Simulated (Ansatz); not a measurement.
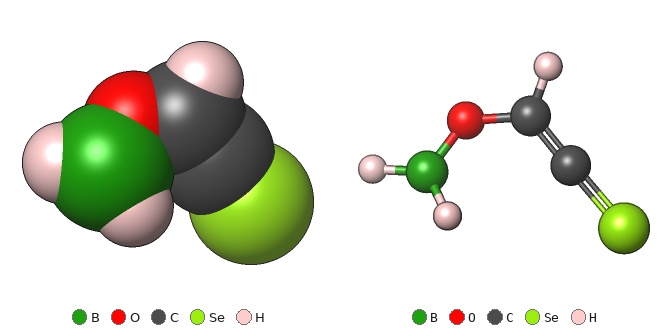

Two views of one molecule.

The geometry was computed by an optimisation with PBE0-D4/def2-TZVP. No frequency run is at hand to confirm it as a minimum.

Question: Count the atoms of each element.

Answer: C2H3BOSe, 8 atoms: 2 carbon, 3 hydrogen, 1 boron, 1 oxygen and 1 selenium.

Question: Does it have rings?

Answer: It has no ring.

The parts below concern this one geometry. Atoms keep their numbers from picture to picture.

## Shape

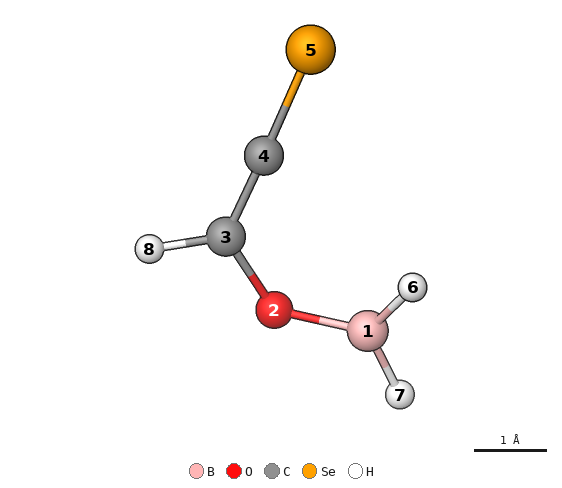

Atoms carry their numbers in the input. No frequency run is at hand to confirm it as a minimum.

Question: What is the geometry at B1?

Answer: B1 has 3 neighbours (O2 at 1.35, H6 at 1.20, H7 at 1.19 Å); the arrangement is trigonal planar.

Question: What is the geometry at C3?

Answer: C3 has 3 neighbours (O2 at 1.37, C4 at 1.31, H8 at 1.08 Å); the arrangement is trigonal planar.

Question: Describe the coordination of atom 2.

Answer: O2 has 2 neighbours (B1 at 1.35, C3 at 1.37 Å); the arrangement is bent.

Question: Describe the coordination of atom 4.

Answer: C4 has 2 neighbours (C3 at 1.31, Se5 at 1.69 Å); the arrangement is linear.

Question: What is the dihedral angle B1–O2–C3–C4?

Answer: 31° in size, that is gauche.

## Electronic properties

No frequency run is at hand to confirm it as a minimum. Method: RKS PBE0-D4/def2-TZVPP (Ansatz 0.2.0).

What does the calculation give?

- HOMO energy (Kohn–Sham orbital): −6.35 eV
- LUMO energy (Kohn–Sham orbital): −2.98 eV
- HOMO–LUMO gap: 3.37 eV
- dispersion correction: −14.4 kJ/mol

## Dipole moment

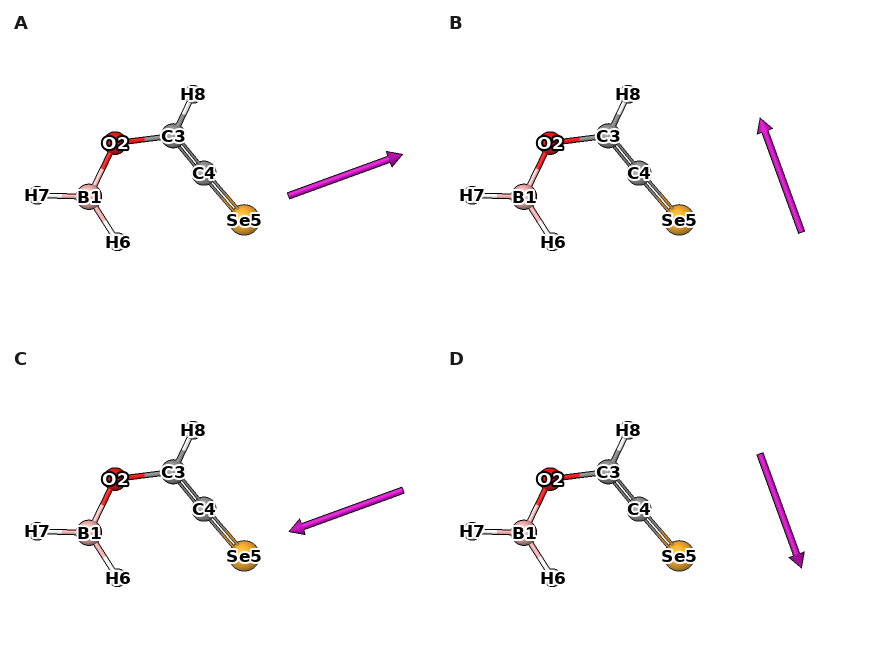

The same molecule four times, each with an arrow. No frequency run is at hand to confirm it as a minimum. Method: RKS PBE-D4/def2-TZVPP (Ansatz 0.2.0).

Question: Which arrow points along the dipole moment, from the negative to the positive end?

Answer: A. The dipole moment is 0.96 D; it points from the side of H7 to the side of Se5 (the outermost atoms at the two ends).

## Charges

The questions are on Mulliken charges. No frequency run is at hand to confirm it as a minimum. Level of theory: RKS PBE0-D4/def2-TZVP (Ansatz 0.2.0).

Question: Which atom carries the highest charge (most positive or least negative)?

Answer: H8 (0.16 e).

Question: And the lowest?

Answer: O2 (−0.20 e).

Give the Mulliken charges atom by atom.

```
atom  value (e)
  B1       0.05
  O2      −0.20
  C3      −0.01
  C4      −0.07
 Se5       0.05
  H6       0.01
  H7       0.01
  H8       0.16
```

Mulliken values depend strongly on the basis set and can even reverse the polarity of a bond.
